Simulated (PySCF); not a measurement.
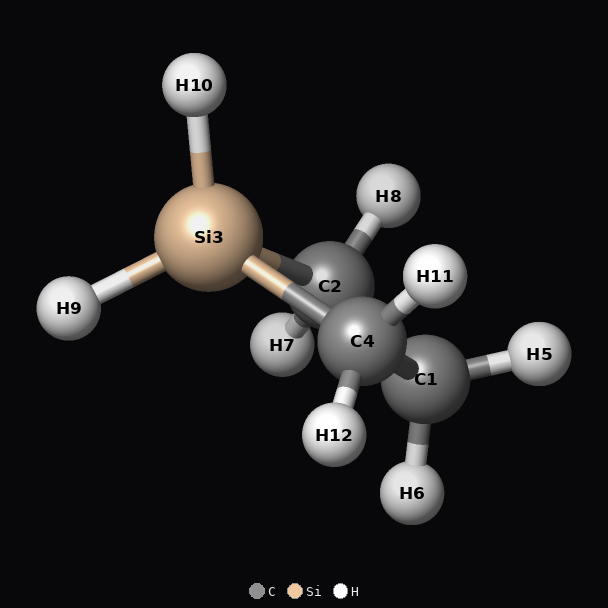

The computed structure is the end point of a GFN2-xTB optimisation. No frequency run is at hand to confirm it as a minimum. Properties computed with delta-SCF UKS SCAN, pcX-2 on the ionised atom, pcseg-1 elsewhere, spin-free X2C (PySCF 2.14.0).

Give the core-electron binding energies (to vacuum; p and d levels without spin–orbit splitting) of C1 1s, C2 1s, Si3 1s, Si3 2p.

```tsv
atom	level	binding energy (eV)
C1	1s	290.4
C2	1s	289.7
Si3	1s	1846.0
Si3	2p	106.5
```

The geometry is semi-empirical. Around Si such bond lengths and angles can be off by a tenth of an ångström or more and by several degrees, and values that hang on the shape move with them.
